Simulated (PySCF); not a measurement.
## A study: H3ISi, SMILES `I[SiH3]`

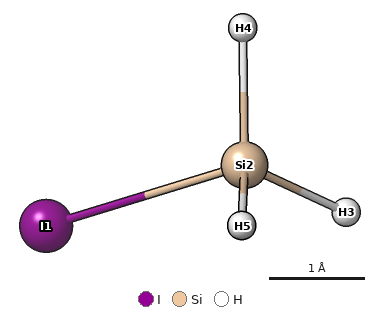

The molecule, with its atoms numbered as below. No frequency check shows the geometry to be a minimum.

Cartesian coordinates (Å):

```
I1       0.6150    0.0000    0.0000
Si2     -1.8467    0.0000    0.0000
H3      -2.2474   -1.3807   -0.2086
H4      -2.2474    0.5097    1.2999
H5      -2.2474    0.8709   -1.0914
```

## 1. Bonding charge

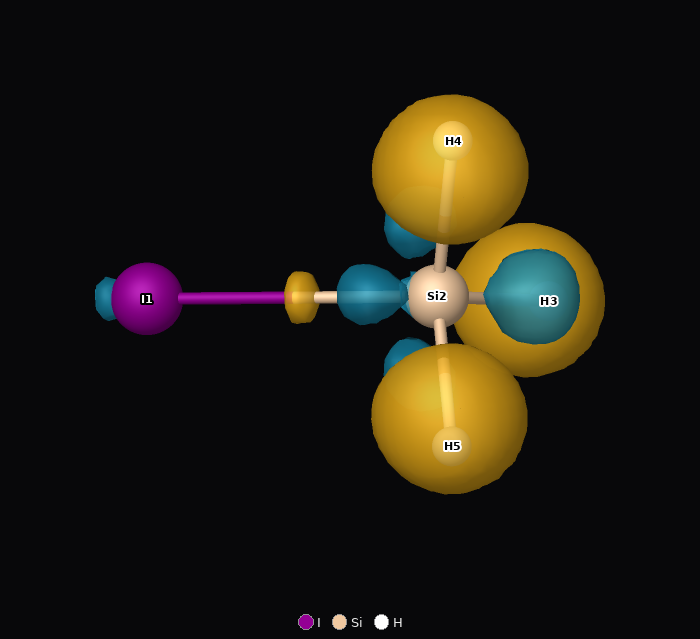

Deformation density (molecule less spherical, spin-averaged free atoms at the same positions), surfaces at ±0.1 e/Å³; yellow: gain, teal: loss.

Method: B3LYP/def2-SVPD; geometry: GFN2-xTB; program: PySCF. Core potentials replace the inner electrons of I; spin–orbit coupling isn't included.

Describe the bonding that the map shows.

Answer. Si2–H4, Si2–H5 and Si2–H3: +0.19 e/Å³ at the bond critical point (bond length 1.45 Å). I1–Si2: +0.04 e/Å³ at the bond critical point (bond length 2.46 Å). In all, 1.2 electrons gather in the regions of gain relative to the promolecule. A small or negative value marks a very polar bond, one between electron-rich atoms, whose free-atom densities already overlap strongly, a long bond to a heavier atom, or a closed-shell contact such as a hydrogen bond.

Where do the Hirshfeld charges lie?

Answer. The highest Hirshfeld charge is on Si2 (+0.32 e), the lowest on I1 (−0.12 e).

## 2. Electrostatic potential

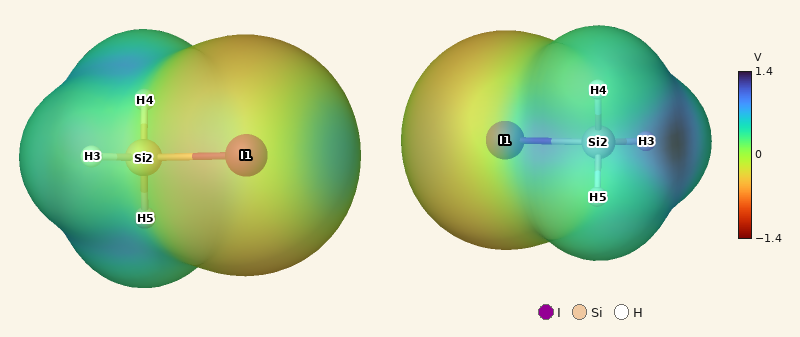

Electrostatic potential on the surface of electron density 0.001 a.u. (back view left, front view right).

Where are the extremes of the potential on the surface?

Answer. Highest: 1.36 V, near Si2 (2.05 Å), H3 (2.06 Å) and H4 (2.14 Å). Further maxima include 0.75 V, near H3 (1.99 Å), H4 (2.07 Å) and Si2 (2.16 Å); 0.44 V, 2.3 Å from I1. Lowest: −0.41 V, 2.5 Å from I1, and at like points elsewhere. The surface is sampled at points, so like sites can differ by a few per cent and only the strongest of them is named.

Does I1 carry a σ-hole?

Answer. Yes: a local maximum of +0.44 V lies on the extension of the Si2–I1 bond.

## 3. In an electric field

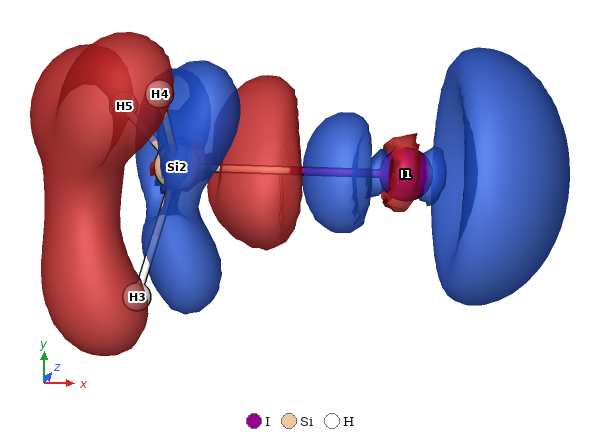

Change of the electron density in a uniform field of 0.21 V/Å, surfaces at ±0.002 e/Å³ (red: gain, blue: loss).

Along which Cartesian direction does the field point?

Answer. Along +x: electrons gather on the −x side, against the field.

What dipole is induced, and what polarisability does it imply?

Answer. The induced dipole is 0.82 D (along the field); α along this axis, from the fields in both directions, is 81 bohr³ (12.0 Å³).

Which atoms gain and lose the most charge?

Answer. Electrons gather most on Si2 (Hirshfeld charge changes by −0.017 e) and leave I1 most (+0.034 e); 0.058 electrons are displaced in all.

The PySCF runs shown took 8.5 s and 16 s on 1 thread of Intel(R) Xeon(R) Platinum 8259CL CPU @ 2.50GHz (Skylake/Cascade Lake), on a shared host.
